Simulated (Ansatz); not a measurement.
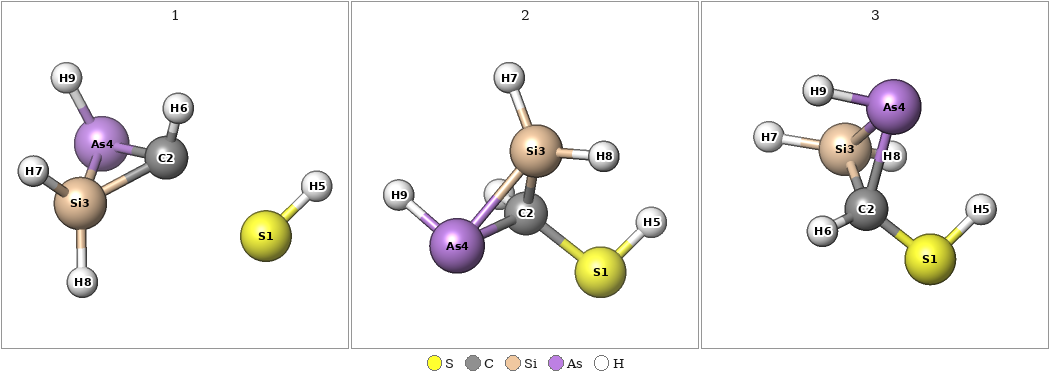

CH₅AsSSi, SMILES SC1[SiH2][AsH]1. The first coordinate is: bond length S1–C2; the second: dihedral H5–S1–C2–Si3. Nothing is relaxed (all other coordinates rigid). The grid has 15 × 15 points. Energies: kJ/mol, counted from the relaxed molecule at the same level. The reference is spin-restricted, which grows unreliable where a bond is stretched far. These are results of RKS PBE-D4/def2-SVP (Ansatz), not measurements.

The numbered pictures are structures from this grid.

Rank them by energy, lowest first.

2, at bond length S1–C2 = 1.824 Å, dihedral H5–S1–C2–Si3 = −60°: 8 kJ/mol; 3, at bond length S1–C2 = 1.562 Å, dihedral H5–S1–C2–Si3 = 60°: 117 kJ/mol; 1, at bond length S1–C2 = 2.435 Å, dihedral H5–S1–C2–Si3 = −180°: 157 kJ/mol.

The map, with the structures marked:

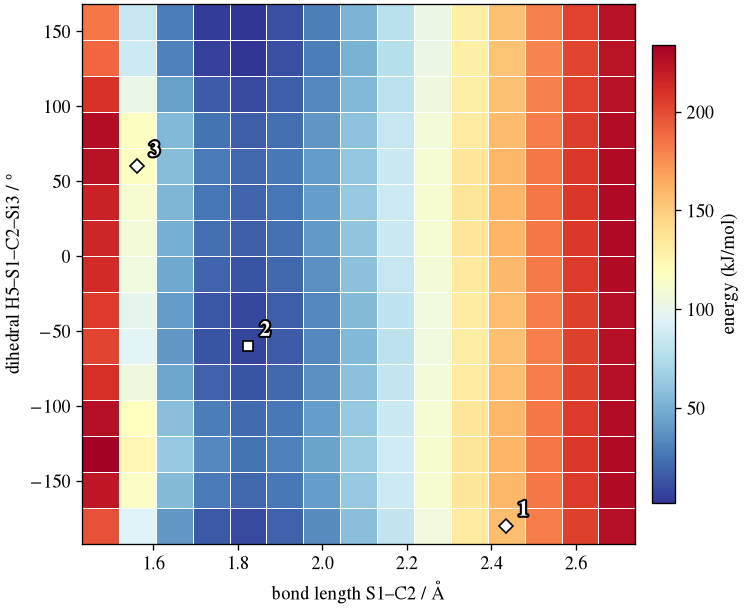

The picture shows one coloured cell a grid point.
